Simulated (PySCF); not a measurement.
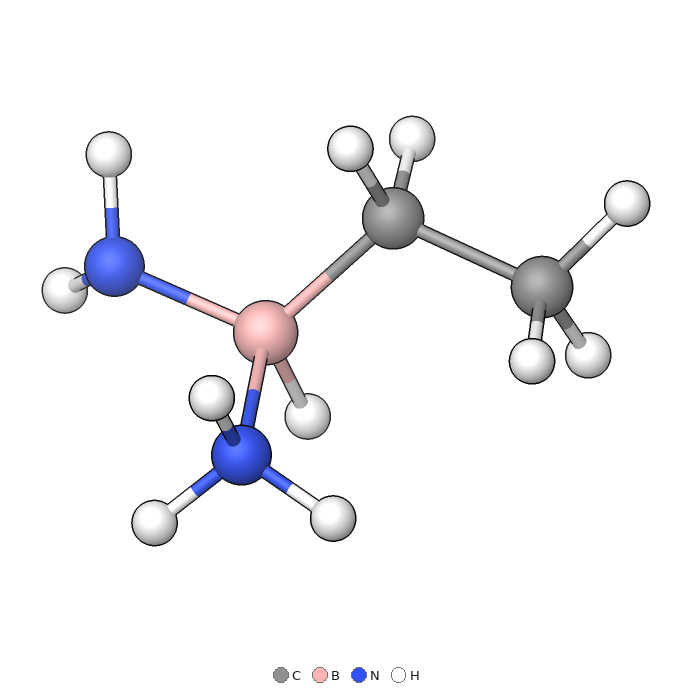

A ball-and-stick model of a molecule. Every bond is drawn as one stick, whatever its order.

The computed structure is the end point of a PBE0-D3(BJ)/def2-SVP optimisation. No frequency run is at hand to confirm it as a minimum.

Identify the structure.

Formula C₂H₁₁BN₂. Its SMILES string is `CC[B@H-](N)[NH3+]`. It has no ring. Among its groups: B–H bond. This geometry has C1 symmetry. Coordination: 2 C tetrahedral; 1 B tetrahedral; 1 N trigonal pyramidal; 1 N tetrahedral.

More results for the same structure follow; atom numbers are the same in all pictures, views and colours differ.

**Electronic properties**

No frequency run is at hand to confirm it as a minimum. Properties computed with B3LYP/pcJ-0, gas phase (PySCF 2.14.0).

What is the dipole moment?

3.51 D.

Give the LUMO energy (Kohn–Sham orbital) at this level.

1.58 eV.

What is the HOMO energy (Kohn–Sham orbital)?

−5.32 eV.

**Core levels**

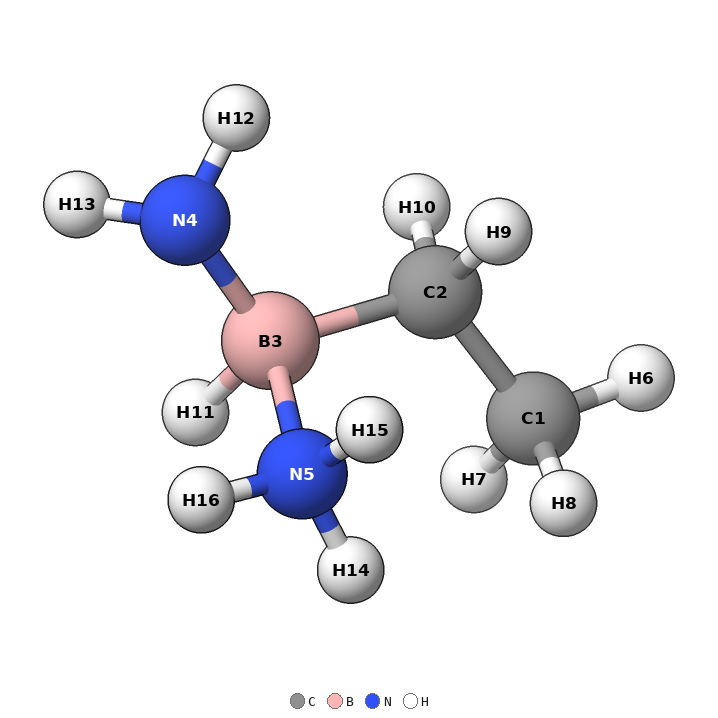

No frequency run is at hand to confirm it as a minimum. Method: delta-SCF UKS B3LYP, pcX-2 on the ionised atom, pcseg-1 elsewhere, spin-free X2C (PySCF 2.14.0).

Give the core-electron binding energies (to vacuum) of C1 1s, C2 1s, B3 1s, N4 1s, N5 1s.

```json
{"atom": "C1", "level": "1s", "binding energy (eV)": "290.2"}
{"atom": "C2", "level": "1s", "binding energy (eV)": "289.1"}
{"atom": "B3", "level": "1s", "binding energy (eV)": "194.6"}
{"atom": "N4", "level": "1s", "binding energy (eV)": "403.4"}
{"atom": "N5", "level": "1s", "binding energy (eV)": "407.2"}
```

**Spin–spin coupling**

No frequency run is at hand to confirm it as a minimum. Method: BHandHLYP/pcJ-1 indirect spin-spin coupling, non-relativistic, gas phase (PySCF 2.14.0). Isotopes: 11B, 13C, 1H, 15N.

Give the spin–spin coupling constants of these pairs, with the number of bonds between them: N4/H13, C1/B3, B3/H14, B3/H15, B3/H6, B3/H7, N5/H12.

| pair | bonds apart | J (Hz) |
| --- | --- | --- |
| N4, H13 | 1 | −76.9 |
| C1, B3 | 2 | −1.9 |
| B3, H14 | 2 | −1.2 |
| B3, H15 | 2 | −2.8 |
| B3, H6 | 3 | 10.7 |
| B3, H7 | 3 | 3.0 |
| N5, H12 | 3 | −0.7 |
